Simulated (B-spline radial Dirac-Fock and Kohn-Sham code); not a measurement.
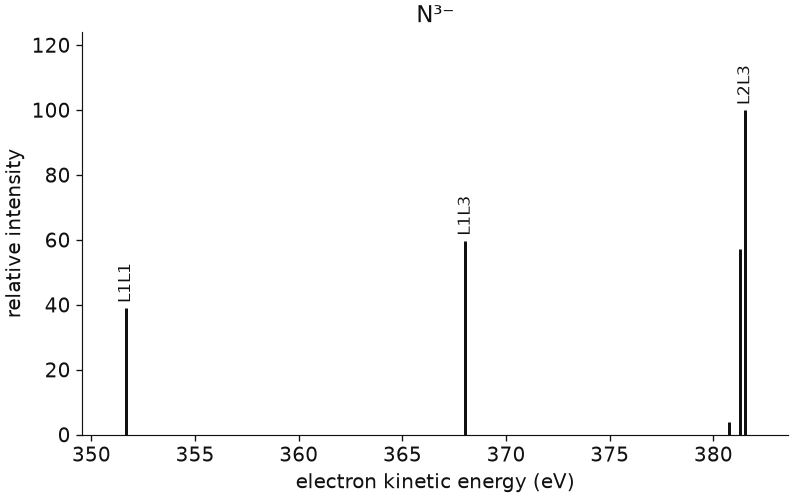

Auger groups that fill a K (1s) hole, as sticks. Kinetic energies count from the vacuum level; very weak lines are left out. Species: nitrogen in charge state −3 (N³⁻), configuration [Ne], inside a Watson sphere of charge +3 and radius 1.752 Å that stands in for a crystal. Method: independent-particle Coulomb rates on relativistic LDA orbitals, configuration-average energies from Dirac–Fock (computed with a B-spline radial code).

How wide is the K level from this decay?

The non-radiative width is 0.119 eV.

Which group is strongest?

K-L2L3 at 381.5 eV, 34 % of the non-radiative width.
